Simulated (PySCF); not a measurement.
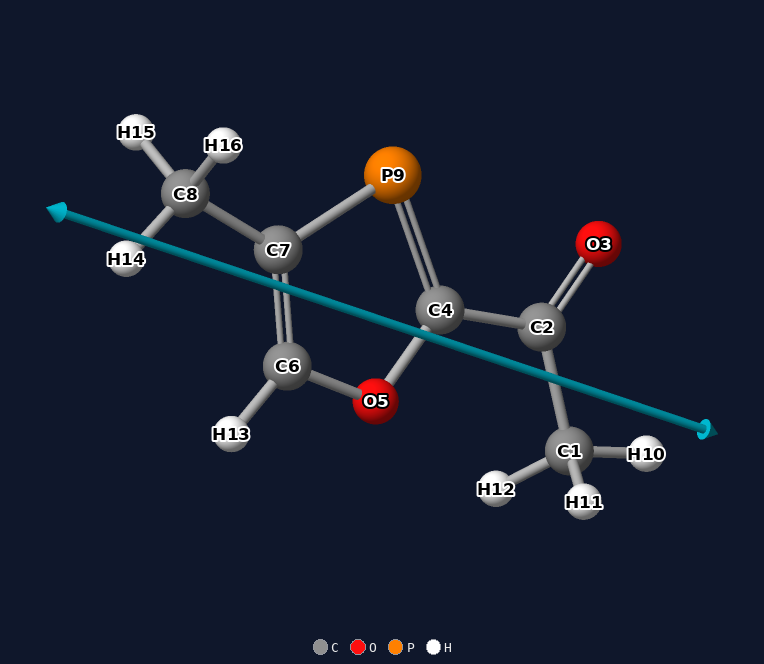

The double arrow shows the direction of the transition dipole to excited singlet state 2 (its length means nothing). The computed structure is the end point of a GFN2-xTB optimisation. No frequency run is at hand to confirm it as a minimum. Properties computed with TDDFT PBE0/def2-SVPD, vertical, gas phase, core orbitals frozen in the response (PySCF 2.14.0).

Question. How is the transition polarised?

Answer. Nearly parallel to the O5–C6 bond.

Question. Give its energy, strength and character.

Answer. 4.37 eV (284 nm), oscillator strength 0.24, mainly HOMO → LUMO (weight 0.92); transition dipole 3.79 D.

The geometry is semi-empirical. Around P such bond lengths and angles can be off by a tenth of an ångström or more and by several degrees, and values that hang on the shape move with them.
